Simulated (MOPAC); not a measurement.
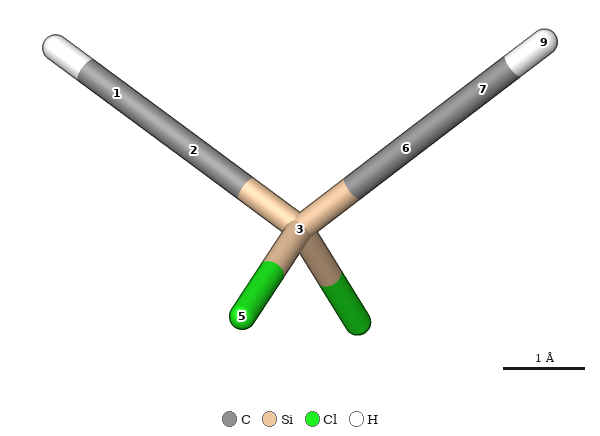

*The structure (stick view, seen at a tilt; atoms are numbered from 1 in the order of the input).*

Bond lengths as drawn: Cl–Si 2.01 Å, C–C 1.29 Å, C–H 1.03 Å and C–Si 1.77 Å.

**Frequency calculation, with input and output: C4H2Cl2Si (part 1 of 2)**

- system: C4H2Cl2Si
- method: PM6-D3, closed shell, dispersion D3 (MOPAC 23.2.5)

The geometry was optimised with PM6-D3.

What the program printed
```
MOPAC v23.2.5
PM6-D3 CALCULATION RESULTS

 *  PM6-D3     - CORRECT DISPERSION USING D3 METHOD
 *  FORCE      - FORCE CALCULATION SPECIFIED
 *  THREADS=1  - MULTI-THREADING NOT USED
 *  AUX        - OUTPUT AUXILIARY INFORMATION
 *  THERMO     - THERMODYNAMIC QUANTITIES TO BE CALCULATED
PM6-D3 FORCE THERMO(298,398,100) AUX(PRECISION=6) T=10M THREADS=1

   ATOM   CHEMICAL          X               Y               Z
  NUMBER   SYMBOL      (ANGSTROMS)     (ANGSTROMS)     (ANGSTROMS)

     1       C          0.60322100  *  -2.57300800  *   0.42513400  *
     2       C          0.41819100  *  -1.41068100  *  -0.10647800  *
     3      Si          0.16514300  *   0.18483400  *  -0.83978400  *
     4      Cl         -1.18723400  *  -0.00078300  *  -2.31767800  *
     5      Cl          1.93062500  *   0.85307500  *  -1.53553400  *
     6       C         -0.45261800  *   1.35518200  *   0.34184700  *
     7       C         -0.90381700  *   2.20885600  *   1.19949500  *
     8       H          0.75028700  *  -3.49871100  *   0.84883400  *
     9       H         -1.26316300  *   2.88826200  *   1.88313800  *

          CARTESIAN COORDINATES

    NO.       ATOM           X           Y           Z

     1         C          0.6032     -2.5730      0.4251
     2         C          0.4182     -1.4107     -0.1065
     3        Si          0.1651      0.1848     -0.8398
     4        Cl         -1.1872     -0.0008     -2.3177
     5        Cl          1.9306      0.8531     -1.5355
     6         C         -0.4526      1.3552      0.3418
     7         C         -0.9038      2.2089      1.1995
     8         H          0.7503     -3.4987      0.8488
     9         H         -1.2632      2.8883      1.8831

           Empirical Formula: C4 H2 Si Cl2  =     9 atoms

      MOLECULAR POINT GROUP   :   C2v

      RHF CALCULATION, NO. OF DOUBLY OCCUPIED LEVELS = 18

          HEAT OF FORMATION =       7.357994 KCALS/MOLE

          CARTESIAN COORDINATE DERIVATIVES

   NUMBER  ATOM         X            Y            Z

     1       C      0.025461    -0.036130    -0.015262
     2       C     -0.004840     0.015142     0.007277
     3      Si     -0.016204     0.026025     0.008203
     4      Cl      0.003961    -0.012494    -0.008709
     5      Cl      0.001480     0.009914     0.000658
     6       C     -0.007659     0.014526    -0.018984
     7       C      0.000550    -0.017427     0.008255
     8       H     -0.006949     0.012933     0.008859
     9       H      0.004200    -0.012490     0.009703

 DIPOLE           X         Y         Z       TOTAL
 POINT-CHG.    -0.669    -0.988    -0.011     1.193
 HYBRID        -0.310    -0.458    -0.005     0.554
 SUM           -0.980    -1.446    -0.016     1.747

          GRADIENT NORM =   0.07357

          MOLECULAR WEIGHT =  149.05

          ROTATIONAL CONSTANTS IN CM(-1)

          A =    0.04300138   B =    0.03963608   C =    0.03961565

           PRINCIPAL MOMENTS OF INERTIA IN UNITS OF 10**(-40)*GRAM-CM**2

          A =      650.9734   B =      706.2442   C =      706.6084

          ORIENTATION OF MOLECULE IN FORCE CALCULATION

    NO.       ATOM         X         Y         Z

     1          C      -3.1045   -0.0608   -0.0010
     2          C      -1.8130   -0.0608   -0.0010
     3         Si      -0.0390   -0.0574   -0.0010
     4         Cl       0.5961    0.8592    1.6735
     5         Cl       0.5959    0.9009   -1.6521
     6          C       0.6165   -1.7059   -0.0210
     7          C       1.0964   -2.9048   -0.0339
     8          H      -4.1331   -0.0612   -0.0008
     9          H       1.4780   -3.8600   -0.0443

    FIRST DERIVATIVES WILL BE USED IN THE CALCULATION OF SECOND DERIVATIVES

          ESTIMATED TIME TO COMPLETE CALCULATION =        0.63 SECONDS

    FOR POINT-GROUP C2v  THERE ARE   4 UNIQUE SYMMETRY FUNCTIONS.

 STEP:   1 TIME =     0.01 SECS, INTEGRAL =      0.01 TIME LEFT:    599.98
 STEP:   2 TIME =     0.01 SECS, INTEGRAL =      0.02 TIME LEFT:    599.97
 STEP:   3 TIME =     0.01 SECS, INTEGRAL =      0.03 TIME LEFT:    599.96
 STEP:   4 TIME =     0.01 SECS, INTEGRAL =      0.04 TIME LEFT:    599.95
 STEP:   5 TIME =     0.01 SECS, INTEGRAL =      0.05 TIME LEFT:    599.94
 STEP:   6 TIME =     0.01 SECS, INTEGRAL =      0.06 TIME LEFT:    599.93
 STEP:   7 TIME =     0.01 SECS, INTEGRAL =      0.07 TIME LEFT:    599.92
 STEP:   8 TIME =     0.01 SECS, INTEGRAL =      0.07 TIME LEFT:    599.91
 STEP:   9 TIME =     0.01 SECS, INTEGRAL =      0.09 TIME LEFT:    599.90
 STEP:  10 TIME =     0.01 SECS, INTEGRAL =      0.09 TIME LEFT:    599.89
 STEP:  11 TIME =     0.01 SECS, INTEGRAL =      0.11 TIME LEFT:    599.88
 STEP:  12 TIME =     0.01 SECS, INTEGRAL =      0.11 TIME LEFT:    599.88
 STEP:  13                       INTEGRAL =      0.11 TIME LEFT:    599.88
 STEP:  14                       INTEGRAL =      0.11 TIME LEFT:    599.88
 STEP:  15                       INTEGRAL =      0.11 TIME LEFT:    599.88
 STEP:  16                       INTEGRAL =      0.11 TIME LEFT:    599.88
 STEP:  17                       INTEGRAL =      0.11 TIME LEFT:    599.88
 STEP:  18                       INTEGRAL =      0.11 TIME LEFT:    599.88
 STEP:  19                       INTEGRAL =      0.11 TIME LEFT:    599.88
 STEP:  20                       INTEGRAL =      0.11 TIME LEFT:    599.88
 STEP:  21                       INTEGRAL =      0.11 TIME LEFT:    599.88
 STEP:  22 TIME =     0.01 SECS, INTEGRAL =      0.12 TIME LEFT:    599.86
 STEP:  23 TIME =     0.01 SECS, INTEGRAL =      0.13 TIME LEFT:    599.86
 STEP:  24 TIME =     0.01 SECS, INTEGRAL =      0.14 TIME LEFT:    599.85
 STEP:  25                       INTEGRAL =      0.14 TIME LEFT:    599.85
 STEP:  26                       INTEGRAL =      0.14 TIME LEFT:    599.85
 STEP:  27                       INTEGRAL =      0.14 TIME LEFT:    599.85

(To convert to Hartree/Bohr^2, multiply by (10^(-21) x N x a0^2)/(4.184 x 627.51) =  0.0642)

           FORCE MATRIX IN MILLIDYNES/ANGSTROM

                  C  1       C  2      Si  3      Cl  4      Cl  5       C  6
 ------------------------------------------------------------------------------
     C    1  20.145827
     C    2  15.611188  19.888756
    Si    3   0.497876   3.801609   9.281445
    Cl    4   0.022307   0.186773   2.313035   2.576619
    Cl    5   0.022106   0.186808   2.313069   0.129488   2.576619
     C    6   0.042573   0.218657   3.800900   0.186972   0.186773  19.888756
     C    7   0.002631   0.042985   0.497887   0.022524   0.022307  15.611188
     H    8   4.011979   0.376109   0.158421   0.018168   0.018177   0.025513
     H    9   0.003035   0.025665   0.158813   0.018243   0.018212   0.376016

                  C  7       H  8       H  9
 ------------------------------------------
     C    7  20.145827
     H    8   0.003012   4.379733
     H    9   4.011799   0.004332   4.379733

          HEAT OF FORMATION =       7.357994 KCALS/MOLE

          ZERO POINT ENERGY      25.235 KCAL/MOL

           NORMAL COORDINATE ANALYSIS (Total motion = 1 Angstrom)

   Root No.       1         2         3         4         5         6         7         8

                 1 A1      1 A2      1 B1      1 B2      2 A1      2 B2      2 A2      2 B1

                  79.2      88.5     100.9     141.9     144.1     298.1     303.6     356.3

           1   -0.0146    0.0010    0.0009    0.0699    0.0606    0.0512   -0.0004   -0.0003
           2    0.1568   -0.0010    0.0002    0.0837   -0.0485   -0.0504   -0.0005   -0.0002
           3    0.0004    0.1455    0.1332   -0.0001   -0.0007    0.0002   -0.0537   -0.0404
           4   -0.0146    0.0002   -0.0001    0.0694    0.0601    0.0495    0.0015    0.0014
           5    0.0337   -0.0007   -0.0002   -0.0570    0.0628    0.1754    0.0004    0.0004
           6    0.0004    0.0266   -0.0210    0.0001   -0.0009   -0.0007    0.2095    0.2040
           7   -0.0145    0.0000   -0.0004    0.0676    0.0581    0.0391    0.0000   -0.0001
           8   -0.0215   -0.0000   -0.0002   -0.0457    0.0860   -0.0265   -0.0000   -0.0000
           9    0.0002   -0.0000   -0.0645   -0.0003   -0.0007   -0.0002    0.0000   -0.0117
          10   -0.0237   -0.0803   -0.0368   -0.0535   -0.0363   -0.0225   -0.0187   -0.0291
          11   -0.0353    0.0544   -0.0541    0.0361   -0.0549    0.0152    0.0126   -0.0426
          12    0.0126    0.0004   -0.0190    0.0003    0.1258    0.0001    0.0001   -0.0453
          13   -0.0247    0.0795    0.0364   -0.0543   -0.0376   -0.0229    0.0185    0.0284
          14   -0.0362   -0.0538    0.0541    0.0368   -0.0545    0.0156   -0.0125    0.0424
          15   -0.0128   -0.0004   -0.0198    0.0003   -0.1242    0.0001   -0.0001   -0.0460
          16    0.0367    0.0006   -0.0001    0.0787    0.0359   -0.1444   -0.0013    0.0014
          17   -0.0010    0.0002   -0.0000   -0.0432    0.0792   -0.1112   -0.0006    0.0006
          18    0.0000   -0.0266   -0.0210   -0.0009   -0.0009    0.0011   -0.2094    0.2041
          19    0.1510    0.0003    0.0011   -0.0517   -0.0674    0.0659    0.0007   -0.0001
          20    0.0447    0.0001    0.0004   -0.0960    0.0384   -0.0288    0.0003   -0.0001
          21   -0.0007   -0.1454    0.1332   -0.0002   -0.0004   -0.0009    0.0537   -0.0404
          22   -0.0147    0.0016    0.0017    0.0703    0.0610    0.0522   -0.0015   -0.0013
          23    0.2474   -0.0011    0.0005    0.1822   -0.1285   -0.1876   -0.0011   -0.0006
          24    0.0004    0.2314    0.2453   -0.0001   -0.0006    0.0007   -0.2144   -0.1810
          25    0.2351    0.0001    0.0019   -0.1431   -0.1418    0.1936    0.0019   -0.0010
          26    0.0783   -0.0000    0.0008   -0.1330    0.0090    0.0213    0.0008   -0.0004
          27   -0.0012   -0.2313    0.2454    0.0003   -0.0001   -0.0021    0.2144   -0.1810

   Root No.       9        10        11        12        13        14        15        16

                 3 A1      4 A1      3 B1      5 A1      3 B2      3 A2      4 B1      6 A1

                 364.2     429.7     590.8     727.3     802.9     809.2     811.0     812.7

           1   -0.0026   -0.1059    0.0003   -0.1302   -0.0705   -0.0004   -0.0004   -0.0063
           2   -0.0387   -0.0183   -0.0001    0.0170   -0.0445   -0.0002   -0.0002   -0.0582
           3    0.0010   -0.0001    0.0362    0.0009    0.0003   -0.0594   -0.0586    0.0002
           4   -0.0029   -0.0994   -0.0008   -0.1059   -0.0545    0.0001    0.0001   -0.0048
           5    0.2048    0.0881   -0.0004   -0.0295    0.0209    0.0001    0.0001    0.0179
           6    0.0000   -0.0001   -0.1104    0.0008    0.0001    0.0209    0.0185   -0.0000
           7   -0.0011   -0.0464    0.0027    0.0955    0.0801   -0.0000    0.0001    0.0066
           8   -0.0016   -0.0686    0.0011    0.1412   -0.0542    0.0000    0.0000    0.0098
           9    0.0000    0.0005    0.3899   -0.0011   -0.0004    0.0000    0.0081   -0.0001
          10   -0.0227    0.0311   -0.0446   -0.0088   -0.0012    0.0002   -0.0004   -0.0005
          11   -0.0330    0.0451   -0.0648   -0.0130    0.0009   -0.0001   -0.0005   -0.0008
          12   -0.0653    0.0727   -0.1286   -0.0183   -0.0000   -0.0000   -0.0015   -0.0010
          13   -0.0227    0.0311    0.0427   -0.0085   -0.0009   -0.0002    0.0004   -0.0005
          14   -0.0342    0.0468    0.0642   -0.0127    0.0005    0.0001    0.0005   -0.0008
          15    0.0646   -0.0720   -0.1296    0.0186   -0.0000    0.0000   -0.0015    0.0010
          16    0.1912    0.1187   -0.0007    0.0120   -0.0396   -0.0001    0.0001    0.0184
          17    0.0735   -0.0595   -0.0003   -0.1093    0.0428   -0.0001    0.0001    0.0022
          18   -0.0008   -0.0016   -0.1104    0.0001    0.0004   -0.0209    0.0185   -0.0001
          19   -0.0349    0.0224    0.0004    0.0642    0.0151    0.0004   -0.0004   -0.0517
          20   -0.0168   -0.1051    0.0002   -0.1145    0.0820    0.0002   -0.0002   -0.0275
          21    0.0013   -0.0014    0.0363   -0.0003    0.0001    0.0594   -0.0586    0.0004
          22   -0.0026   -0.1083   -0.0000   -0.1334   -0.0722    0.0029    0.0029   -0.0067
          23   -0.1788   -0.0664   -0.0003   -0.0673    0.3002    0.0012    0.0012    0.4156
          24    0.0016   -0.0003   -0.0077    0.0011   -0.0008    0.4195    0.4172   -0.0012
          25   -0.1650   -0.0215    0.0002   -0.0130   -0.3055   -0.0029    0.0029    0.3882
          26   -0.0689   -0.1253    0.0001   -0.1489   -0.0446   -0.0012    0.0012    0.1484
          27    0.0027   -0.0015   -0.0076    0.0002    0.0028   -0.4195    0.4172   -0.0031

   Root No.      17        18        19        20        21

                 4 B2      7 A1      5 B2      6 B2      8 A1

                 814.1    2137.1    2137.1    2851.0    2852.3

           1    0.0422   -0.1082   -0.1136   -0.0528   -0.0526
           2   -0.0506   -0.0000   -0.0001   -0.0000   -0.0000
           3    0.0000    0.0007    0.0006    0.0004    0.0004
           4    0.0321    0.1434    0.1508    0.0184    0.0179
           5    0.0151    0.0001    0.0003   -0.0001    0.0001
           6   -0.0002   -0.0010   -0.0011   -0.0001   -0.0001
           7   -0.0497   -0.0040   -0.0093   -0.0010   -0.0004
           8    0.0336   -0.0065    0.0060    0.0007   -0.0006
           9    0.0002    0.0000    0.0000    0.0000    0.0000
          10    0.0009   -0.0001   -0.0002    0.0000    0.0000
          11   -0.0007   -0.0002    0.0001   -0.0000    0.0000
          12    0.0000   -0.0000   -0.0000    0.0000    0.0000
          13    0.0007   -0.0000   -0.0000    0.0000    0.0000
          14   -0.0005   -0.0000   -0.0000   -0.0000    0.0000
          15    0.0000    0.0001   -0.0000    0.0000   -0.0001
          16   -0.0021   -0.0565    0.0526    0.0069   -0.0066
          17   -0.0354    0.1414   -0.1320   -0.0171    0.0166
          18   -0.0000   -0.0001    0.0001   -0.0000    0.0000
          19    0.0627    0.0427   -0.0397   -0.0196    0.0196
          20   -0.0203   -0.1067    0.0993    0.0490   -0.0489
          21   -0.0006   -0.0001    0.0002   -0.0000    0.0000
          22    0.0430   -0.2295   -0.2446    0.4281    0.4290
          23    0.3651   -0.0004    0.0004    0.0003    0.0001
          24   -0.0011    0.0015    0.0015   -0.0030   -0.0030
          25   -0.3229    0.0903   -0.0861    0.1589   -0.1594
          26   -0.1757   -0.2265    0.2139   -0.3976    0.3983
          27    0.0024   -0.0001    0.0002    0.0000   -0.0000

           MASS-WEIGHTED COORDINATE ANALYSIS (NORMAL COORDINATES)

   Root No.       1         2         3         4         5         6         7         8

                 1 A1      1 A2      1 B1      1 B2      2 A1      2 B2      2 A2      2 B1

                  79.2      88.5     100.9     141.9     144.1     298.1     303.6     356.3

           1   -0.0530    0.0032    0.0032    0.2372    0.1455    0.1681   -0.0011   -0.0008
           2    0.5681   -0.0029    0.0007    0.2840   -0.1163   -0.1655   -0.0015   -0.0007
           3    0.0015    0.4432    0.4606   -0.0002   -0.0017    0.0006   -0.1663   -0.1166
           4   -0.0529    0.0007   -0.0005    0.2354    0.1442    0.1624    0.0046    0.0041
           5    0.1221   -0.0023   -0.0006   -0.1934    0.1507    0.5758    0.0014    0.0013
           6    0.0016    0.0811   -0.0726    0.0002   -0.0021   -0.0022    0.6489    0.5885
           7   -0.0805    0.0001   -0.0024    0.3506    0.2132    0.1963    0.0001   -0.0004
           8   -0.1190   -0.0001   -0.0010   -0.2370    0.3154   -0.1328   -0.0000   -0.0002
           9    0.0010   -0.0000   -0.3411   -0.0018   -0.0025   -0.0010    0.0000   -0.0515
          10   -0.1478   -0.4205   -0.2186   -0.3120   -0.1498   -0.1270   -0.0994   -0.1442
          11   -0.2200    0.2846   -0.3215    0.2105   -0.2262    0.0856    0.0673   -0.2109
          12    0.0787    0.0021   -0.1131    0.0020    0.5185    0.0008    0.0005   -0.2246
          13   -0.1538    0.4164    0.2164   -0.3163   -0.1551   -0.1293    0.0984    0.1408
          14   -0.2257   -0.2818    0.3213    0.2145   -0.2248    0.0879   -0.0666    0.2100
          15   -0.0799   -0.0021   -0.1179    0.0017   -0.5121    0.0008   -0.0005   -0.2281
          16    0.1331    0.0018   -0.0002    0.2671    0.0861   -0.4741   -0.0040    0.0041
          17   -0.0037    0.0006   -0.0001   -0.1464    0.1900   -0.3649   -0.0017    0.0017
          18    0.0001   -0.0811   -0.0726   -0.0031   -0.0022    0.0035   -0.6489    0.5886
          19    0.5471    0.0009    0.0037   -0.1755   -0.1618    0.2162    0.0021   -0.0004
          20    0.1621    0.0002    0.0015   -0.3257    0.0921   -0.0945    0.0008   -0.0002
          21   -0.0025   -0.4431    0.4607   -0.0006   -0.0010   -0.0029    0.1663   -0.1165
          22   -0.0155    0.0014    0.0017    0.0691    0.0424    0.0497   -0.0013   -0.0011
          23    0.2597   -0.0010    0.0005    0.1791   -0.0893   -0.1784   -0.0010   -0.0005
          24    0.0004    0.2042    0.2457   -0.0001   -0.0004    0.0007   -0.1924   -0.1513
          25    0.2468    0.0001    0.0019   -0.1407   -0.0985    0.1841    0.0017   -0.0009
          26    0.0822   -0.0000    0.0008   -0.1307    0.0062    0.0203    0.0007   -0.0004
          27   -0.0013   -0.2042    0.2457    0.0003   -0.0000   -0.0020    0.1924   -0.1512

   Root No.       9        10        11        12        13        14        15        16

                 3 A1      4 A1      3 B1      5 A1      3 B2      3 A2      4 B1      6 A1

                 364.2     429.7     590.8     727.3     802.9     809.2     811.0     812.7
```
